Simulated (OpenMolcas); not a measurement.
## Multiconfigurational calculation, with input and output: Cr³⁺ complex

Cr³⁺ with 6 ligands (Cl; octahedron, 2.461 Å), embedded in Cs2NaYCl6 by model potentials and point charges, whose field is part of the energies. Computed at this level: state-averaged SS-CASPT2, IPEA shift 0.25, imaginary shift 0.1 hartree, closed shells 3s 3p of the metal and the valence shells of the ligands correlated, active space 3 electrons in the shell 3d, basis ANO-RCC-VTZP on the metal and ANO-RCC-VDZP on the ligands, DKH2 scalar Hamiltonian, spin-orbit coupling by RASSI with atomic mean-field integrals (OpenMolcas).

The program's output (extracts):
```
--- CASPT2 ---
Orbital specifications:
      -----------------------

      Symmetry species                           1   2
                                                ag  au
      Frozen orbitals                           17  18
      Inactive orbitals                         13  15
      Active orbitals                            5   0
      Secondary orbitals                        61  62
      Deleted orbitals                           0   0
      Number of basis functions                 96  95
Type of calculation                        SS-CASPT2
      Fock operator                              state-specific
      IPEA shift                                 0.25
      Real shift                                 0.00
      Imaginary shift                            0.10
      The input orbitals will be transformed to quasi-canonical
Reference energy:       -3816.3075147872
      E2 (Non-variational):      -1.3833688944
      Shift correction:          -0.0021728307
      E2 (Variational):          -1.3855417251
      Total energy:           -3817.6930565123
      Residual norm:              0.0000002653
      Reference weight:           0.66970
      Contributions to the CASPT2 correlation energy
      Active & Virtual Only:         -0.0207837508
      One Inactive Excited:          -0.1996092207
      Two Inactive Excited:          -1.1629759229
Reference energy:       -3816.2642918375
      E2 (Non-variational):      -1.3721204020
      Shift correction:          -0.0021528404
      E2 (Variational):          -1.3742732424
      Total energy:           -3817.6385650798
      Residual norm:              0.0000004070
      Reference weight:           0.67200
      Contributions to the CASPT2 correlation energy
      Active & Virtual Only:         -0.0202397753
      One Inactive Excited:          -0.1991125379
      Two Inactive Excited:          -1.1527680887
::    CASPT2 Root  1     Total energy:  -3817.69305651
::    CASPT2 Root  2     Total energy:  -3817.63856508
::    CASPT2 Root  3     Total energy:  -3817.63859736
::    CASPT2 Root  4     Total energy:  -3817.63855552
::    CASPT2 Root  5     Total energy:  -3817.61334178
::    CASPT2 Root  6     Total energy:  -3817.61332297
::    CASPT2 Root  7     Total energy:  -3817.61331824
::    CASPT2 Root  8     Total energy:  -3817.56978200
::    CASPT2 Root  9     Total energy:  -3817.56982639
::    CASPT2 Root 10     Total energy:  -3817.56982196
--- CASPT2 ---
Orbital specifications:
      -----------------------

      Symmetry species                           1   2
                                                ag  au
      Frozen orbitals                           17  18
      Inactive orbitals                         13  15
      Active orbitals                            5   0
      Secondary orbitals                        61  62
      Deleted orbitals                           0   0
      Number of basis functions                 96  95
Type of calculation                        SS-CASPT2
      Fock operator                              state-specific
      IPEA shift                                 0.25
      Real shift                                 0.00
      Imaginary shift                            0.10
      The input orbitals will be transformed to quasi-canonical
Reference energy:       -3816.2203989506
      E2 (Non-variational):      -1.4117411348
      Shift correction:          -0.0022561490
      E2 (Variational):          -1.4139972838
      Total energy:           -3817.6343962344
      Residual norm:              0.0000003538
      Reference weight:           0.66406
      Contributions to the CASPT2 correlation energy
      Active & Virtual Only:         -0.0286516047
      One Inactive Excited:          -0.2085226736
      Two Inactive Excited:          -1.1745668565
Reference energy:       -3816.2203989505
      E2 (Non-variational):      -1.4116427917
      Shift correction:          -0.0022563841
      E2 (Variational):          -1.4138991758
      Total energy:           -3817.6342981263
      Residual norm:              0.0000003481
      Reference weight:           0.66408
      Contributions to the CASPT2 correlation energy
      Active & Virtual Only:         -0.0286515020
      One Inactive Excited:          -0.2084250395
      Two Inactive Excited:          -1.1745662501
::    CASPT2 Root  1     Total energy:  -3817.63439623
::    CASPT2 Root  2     Total energy:  -3817.63429813
::    CASPT2 Root  3     Total energy:  -3817.63048468
::    CASPT2 Root  4     Total energy:  -3817.63048247
::    CASPT2 Root  5     Total energy:  -3817.63055975
::    CASPT2 Root  6     Total energy:  -3817.60617662
::    CASPT2 Root  7     Total energy:  -3817.60617164
::    CASPT2 Root  8     Total energy:  -3817.60619465
::    CASPT2 Root  9     Total energy:  -3817.59552683
::    CASPT2 Root 10     Total energy:  -3817.58594622
::    CASPT2 Root 11     Total energy:  -3817.58664246
::    CASPT2 Root 12     Total energy:  -3817.58664775
::    CASPT2 Root 13     Total energy:  -3817.57657841
::    CASPT2 Root 14     Total energy:  -3817.57636815
::    CASPT2 Root 15     Total energy:  -3817.57635667
::    CASPT2 Root 16     Total energy:  -3817.57169362
::    CASPT2 Root 17     Total energy:  -3817.57283571
::    CASPT2 Root 18     Total energy:  -3817.56041029
::    CASPT2 Root 19     Total energy:  -3817.56041191
::    CASPT2 Root 20     Total energy:  -3817.56046306
::    CASPT2 Root 21     Total energy:  -3817.52422754
::    CASPT2 Root 22     Total energy:  -3817.52422831
::    CASPT2 Root 23     Total energy:  -3817.52418364
::    CASPT2 Root 24     Total energy:  -3817.51921622
::    CASPT2 Root 25     Total energy:  -3817.51925387
::    CASPT2 Root 26     Total energy:  -3817.51920774
::    CASPT2 Root 27     Total energy:  -3817.48175700
::    CASPT2 Root 28     Total energy:  -3817.48172464
::    CASPT2 Root 29     Total energy:  -3817.52402641
::    CASPT2 Root 30     Total energy:  -3817.51978291
```

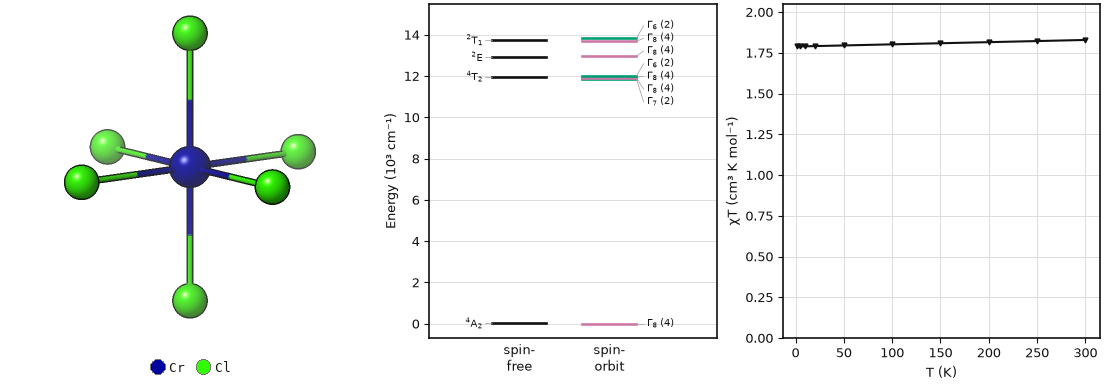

Cr³⁺ (3d³) as a dopant in Cs₂NaYCl₆, a cluster with its 6 nearest Cl⁻ at 2.461 Å (octahedron) embedded in model potentials and point charges; the geometry was set, not optimised, and its levels and susceptibility. Labels give the representation in O, Td, D4 or D3 as the site allows (double group for half-integer spin) where it could be assigned and, in brackets, the degeneracy; spin-free states, where drawn, share the zero of the spin-orbit levels. Powder susceptibility by Van Vleck's formula. The ground level is Γ₈, 4-fold degenerate, 100 % from states of spin multiplicity 4. The next level lies at 11,900 cm⁻¹ (Γ₇). The lowest spin-free state is ⁴A₂; of the same spin there follows at 12,000 cm⁻¹ (⁴T₂) above it. χT is 1.79 cm³ K mol⁻¹ at 2 K and 1.83 at 300 K, an effective moment of 3.83 μB.

Input:
```
&GATEWAY
Basis set
Cr.ANO-RCC-VTZP.
Cr1 0.0 0.0 0.0 Angstrom
End of basis
Basis set
Cl.ANO-RCC-VDZP.
L1 2.461000 0.000000 0.000000 Angstrom
L2 0.000000 2.461000 0.000000 Angstrom
L3 0.000000 0.000000 2.461000 Angstrom
End of basis
Basis set
Na.EMB-AIMP.Al-Abdalla.7s4p.1s1p.ECP.Cs2NaYCl6.
PseudoCharge
* 3 symmetry-unique lattice sites within 7.6 angstrom
End of basis
Basis set
Cs.EMB-AIMP.Al-Abdalla.0s.0s.ECP.Cs2NaYCl6.
PseudoCharge
* 4 symmetry-unique lattice sites within 7.6 angstrom
End of basis
Basis set
Cl.EMB-AIMP.Al-Abdalla.0s.0s.ECP.Cs2NaYCl6.
PseudoCharge
* 12 symmetry-unique lattice sites within 7.6 angstrom
End of basis
Basis set
Y.EMB-AIMP.Al-Abdalla.0s.0s.ECP.Cs2NaYCl6.
PseudoCharge
* 6 symmetry-unique lattice sites within 7.6 angstrom
End of basis
Symmetry
XYZ
AngMom=0.0 0.0 0.0
AMFI
RICD
XField
1564 Angstrom 0
* Evjen-weighted lattice charges
&SEWARD
&RASSCF
FileOrb=start.orb
Symmetry=1
Spin=4
nActEl=3 0 0
Inactive=30 33
Ras2=5 0
CIRoot=10 10 1
SDav=10
CIMx=300
Iter=150 100
PrWF=0.3
OrbListing=Nothing
MaxOrb=0
LevShft=1.0
>>> COPY $Project.JobIph JOB001
&RASSCF
FileOrb=start.orb
Symmetry=1
Spin=2
nActEl=3 0 0
Inactive=30 33
Ras2=5 0
CIRoot=40 40 1
SDav=40
CIMx=300
Iter=150 100
PrWF=0.3
OrbListing=Nothing
MaxOrb=0
LevShft=1.0
>>> COPY $Project.JobIph JOB002
&RASSI
NrOfJobIphs=2 10 40
1 2 3 4 5 6 7 8 9 10
1 2 3 4 5 6 7 8 9 10 11 12 13 14 15 16 17 18 19 20 21 22 23 24 25 26 27
28 29 30 31 32 33 34 35 36 37 38 39 40
IphNames
JOB001
JOB002
EJob
SpinOrbit
DIPRint=1.0
SOCoupling=1000.0
Subsets=2
Property=9
'ANGMOM' 1 'ANGMOM' 2 'ANGMOM' 3 'MLTPL  1' 1 'MLTPL  1' 2 'MLTPL  1' 3
'AMFI' 1 'AMFI' 2 'AMFI' 3
SOProperty=3
'ANGMOM' 1 'ANGMOM' 2 'ANGMOM' 3
>>> COPY JOB001 $Project.JobIph
&CASPT2
Multistate=10 1 2 3 4 5 6 7 8 9 10
NoMult
Frozen=17 18
IPEA=0.25
Imaginary=0.1
MaxIter=60
WThr=0.0 0.3 0.05
PrWF=0.5
NoMix
>>> COPY JOB002 $Project.JobIph
&CASPT2
Multistate=40 1 2 3 4 5 6 7 8 9 10 11 12 13 14 15 16 17 18 19 20 21 22
23 24 25 26 27 28 29 30 31 32 33 34 35 36 37 38 39 40
NoMult
Frozen=17 18
IPEA=0.25
Imaginary=0.1
MaxIter=60
WThr=0.0 0.3 0.05
PrWF=0.5
NoMix
```

The file start.orb holds starting orbitals from an earlier step. A driver script formed the levels outside the program, from RASSI's spin-orbit matrix and the CASPT2 energies (for multi-state variants, the effective Hamiltonian), averaged over the components of each term or state. The log and the time are those of the CASPT2 step.

Command:
```bash
OMP_NUM_THREADS=1 MOLCAS_MEM=2457 MOLCAS_PROJECT=a pymolcas a.inp > a.log  # once for each step of the input, in one work folder
```

Summary:

| quantity | value |
| --- | --- |
| outcome | converged; degenerate states are split by up to 452 cm⁻¹ |
| energy of the lowest spin-free term | −3817.69306 hartree |
| energy of the lowest spin-orbit level | −3817.69313 hartree |
| CASPT2 correlation energy | −1.3855 hartree |
| largest spread among components of a term | 451.6 cm⁻¹ |
| lowest reference weight | 0.654 |
| hardware | 1 thread of Arm Neoverse V1, 24 GiB of memory available, shared host |
| wall time | 7.1 min |

Notes:

The components of ²T2, which symmetry makes degenerate, are split by 452 cm⁻¹ in CASPT2, and those of 3 more by over 50 cm⁻¹. This is an artefact; the levels of such states rest on averages and are uncertain by about as much. Limits: the geometry is set by hand, with no relaxation.
